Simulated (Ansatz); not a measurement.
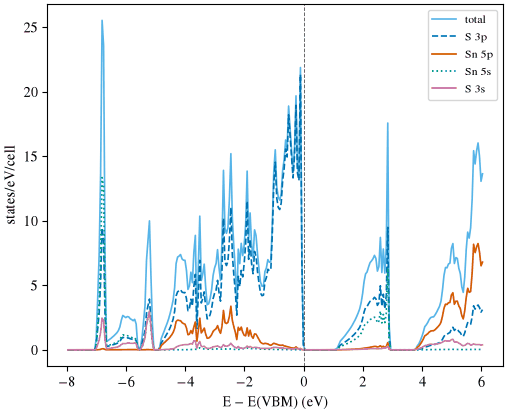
Figure. Total and projected density of states of SnS$_{2}$ in space group Fd-3m (No. 227; Sn on 16c, S on 32e), plane-wave PAW PBEsol (Ansatz code)

### Question
Which orbitals carry the states next to the gap?

### Answer
Top 1 eV of the valence band: S 3p 96 %. Bottom 1 eV of the conduction band: S 3p 55 %, Sn 5s 35 %, outside the projected shells 6 %. Projections are on Löwdin-orthogonalised atomic valence shells; empty p or d shells of many metals are not among them.

### Question
Where is the tallest occupied peak in this window, and what makes it?

### Answer
Near -6.8 eV, about 26 states/eV per cell; the largest projected share is Sn 5s.

The workflow started from a Materials Project entry (that database holds measured and hypothetical structures alike); the Crystallography Open Database copy checked does not list it. It is not the phase usual at ambient conditions (space group No. 164). Symmetry was held in the PBEsol relaxation; whether a distortion lowers the energy is not shown. Scalar-relativistic: spin–orbit coupling is off unless named, which matters more the heavier the elements.

Potentials: the later of the program's two PAW sets.
